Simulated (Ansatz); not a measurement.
# UB2PLYP/STO-3G run of SiH2OF (SMILES O[SiH]F)

Aim: the electronic atomisation energy of SiH2OF at UB2PLYP/STO-3G, from 5 runs. 

Program for the calculation: Ansatz 0.2.0.

65 further runs of the same task are left out: 5 that didn't finish, 60 set aside as unsound or not needed.

## Step 1: The structure to begin with

SiH2OF has 5 atoms, charge 0, and is taken as a doublet. SMILES: `O[SiH]F`. Geometry: relaxed at PBE0-D4/def2-TZVP. This is one conformer, not always the lowest.

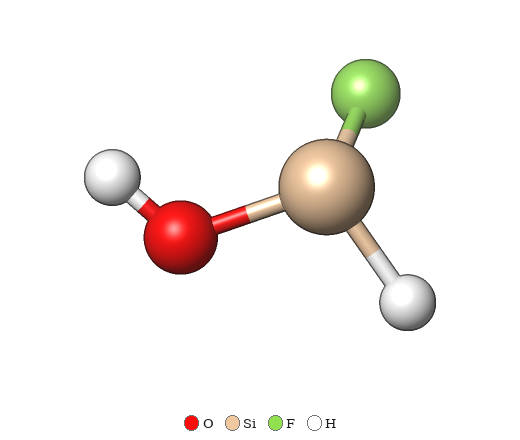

Viewed from a chosen angle; oxygen red, silicon light orange, fluorine green, hydrogen white.

## Step 2: The energy at UB2PLYP/STO-3G

job.yaml

```yaml
crystal:
  periodic: [false, false, false]
  atoms:
    - {symbol: O, position_ang: [-0.615200, -0.884600, -0.276300]}
    - {symbol: Si, position_ang: [0.283900, 0.245700, 0.493100]}
    - {symbol: F, position_ang: [0.207000, 1.646500, -0.283100]}
    - {symbol: H, position_ang: [-1.564500, -0.765100, -0.338000]}
    - {symbol: H, position_ang: [1.688800, -0.242600, 0.404400]}
basis:
  gaussian:
    orbitals: STO-3G
magnetization:
  spin_polarized: true
  initial_magnetization: 1
hamiltonian:
  xc: {name: B2PLYP}
correlation:
  frozen_orbitals: {F: 1, H: 0, O: 1, Si: 5}
accuracy: high
```

Started as:

```sh
$ ansatz run job.yaml --threads 1 --pin off --max-ram 2610MiB --events-out events.jsonl --progress --plain --runs-dir runs
```

Standard output:

```text
Warning: RAYON_NUM_THREADS=1 ignored (pool sized by the plan → 1); use --threads N
Functional definition: B2PLYP
  name "B2PLYP"
  parameter a = 0.53
  parameter c = 0.27
  exchange = (1 - a)*b88_x + a*exact_x
  correlation = (1 - c)*lyp_c + c*(mp2_os + mp2_ss)
386 factors; integrals over basis functions are off by at most 3.1e-8 eV
mean field evaluation 1: about -12500.7333 eV, gradient 1.6e1 eV
mean field evaluation 2: about -12500.7581 eV, gradient 1.6e1 eV
mean field evaluation 4: about -12502.8055 eV, gradient 7.9e-1 eV
mean field evaluation 8: about -12502.8142 eV, gradient 3.9e-2 eV
mean field evaluation 16: about -12502.8142 eV, gradient 4.4e-6 eV
mean field -12502.81423920 eV, -459.4699485787 hartree, gradient 4.6e-8 eV, S^2 0.753510; 0 other end points of the search recorded, 0 dependent functions left out
7 core orbitals not correlated: weight in the atoms' cores, before any rotation towards them, 1.000 or more for the frozen orbitals, at most 0.000 for the correlated occupied ones
reference -12502.81425511 eV, -459.4699491634 hartree; 10, 9 occupied and 4, 5 virtual orbitals, 386 factors
second order -3.12890531 eV of doubles, -0.00000000 eV of singles
Total energy: -12503.65905954 eV, -459.5009951538 hartree
```

Run time: 2.5 s. Hardware: 1 thread of Arm Neoverse V1, shared host; peak memory 0.14 GiB.

## Step 3: The F atom

run.yaml

```yaml
basis:
  gaussian: {orbitals: STO-3G}
crystal:
  periodic: [false, false, false]
  atoms:
    - {symbol: F, position_ang: [0.000000, 0.000000, 0.000000]}
magnetization: {spin_polarized: true, initial_magnetization: 1}
accuracy: high
hamiltonian: {xc: {name: B2PLYP}}
correlation: {frozen_orbitals: {F: 1}}
```

Run the same way, it converges to -98.18742 Eh (log not shown).

## Step 4: The H atom at the same level

job.yaml

```yaml
crystal:
  periodic: [false, false, false]
  atoms:
    - {symbol: H, position_ang: [0.000000, 0.000000, 0.000000]}
basis:
  gaussian:
    orbitals: STO-3G
accuracy: high
magnetization:
  spin_polarized: true
  initial_magnetization: 1
hamiltonian:
  xc: {name: B2PLYP}
correlation:
  frozen_orbitals: {H: 0}
```

Run the same way, it converges to -0.46478 Eh (log not shown).

## Step 5: The O atom

job.yaml

```yaml
crystal:
  periodic: [false, false, false]
  atoms:
    - {symbol: O, position_ang: [0.000000, 0.000000, 0.000000]}
basis:
  gaussian:
    orbitals: STO-3G
magnetization:
  spin_polarized: true
  initial_magnetization: 2
hamiltonian:
  xc: {name: B2PLYP}
correlation:
  frozen_orbitals: {O: 1}
accuracy: high
```

Run the same way, it converges to -73.96694 Eh (log not shown).

## Step 6: The Si atom, same level

run.yaml

```yaml
crystal:
  periodic: [false, false, false]
  atoms:
    - {symbol: Si, position_ang: [0.000000, 0.000000, 0.000000]}
basis:
  gaussian: {orbitals: STO-3G}
accuracy: high
hamiltonian: {xc: {name: B2PLYP}}
magnetization: {spin_polarized: true, initial_magnetization: 2}
correlation: {frozen_orbitals: {Si: 5}}
```

Started as:

```sh
$ ansatz run run.yaml --threads 1 --pin off --max-ram 2610MiB --events-out events.jsonl --progress --plain --runs-dir runs
```

Standard output, cut to the lines that bear on the results:

```text
Warning: RAYON_NUM_THREADS=1 ignored (pool sized by the plan → 1); use --threads N
[... 6 set-up lines as earlier in the session ...]
42 factors; integrals over basis functions are off by at most 2.5e-9 eV
mean field evaluation 1: about -7777.3524 eV, gradient 4.8e-1 eV
mean field evaluation 2: about -7777.3525 eV, gradient 4.8e-1 eV
mean field evaluation 4: about -7777.3531 eV, gradient 1.5e-3 eV
mean field evaluation 8: about -7777.3531 eV, gradient 6.4e-9 eV
mean field -7777.35308898 eV, -285.8124543406 hartree, gradient 6.4e-9 eV, S^2 2.000001; 0 other end points of the search recorded, 0 dependent functions left out
5 core orbitals not correlated: weight in the atoms' cores, before any rotation towards them, 1.000 or more for the frozen orbitals, at most 0.000 for the correlated occupied ones
reference -7777.35310202 eV, -285.8124548198 hartree; 3, 1 occupied and 1, 3 virtual orbitals, 42 factors
second order -0.27078590 eV of doubles, 0.00000000 eV of singles
Total energy: -7777.42621421 eV, -285.8151416434 hartree
```

It took 0.34 s on 1 thread of Arm Neoverse V1, shared host.

## Step 7: What came out

At UB2PLYP/STO-3G, 7 core orbitals frozen:

| quantity | value |
| --- | --- |
| molecule: total energy | -459.50100 Eh |
| molecule: ⟨S²⟩ | 0.754 |
| F atom: total energy | -98.18742 Eh |
| F atom: ⟨S²⟩ | 0.750 |
| H atom: total energy | -0.46478 Eh |
| H atom: ⟨S²⟩ | 0.750 |
| O atom: total energy | -73.96694 Eh |
| O atom: ⟨S²⟩ | 2.000 |
| Si atom: total energy | -285.81514 Eh |
| Si atom: ⟨S²⟩ | 2.000 |
| electronic atomisation energy | 16.380 eV |

Taking the molecule apart into free atoms costs 16.38 eV (378 kcal/mol), before zero-point energy and without spin-orbit coupling. In a minimal basis such a difference can be off by several eV, whatever the method.
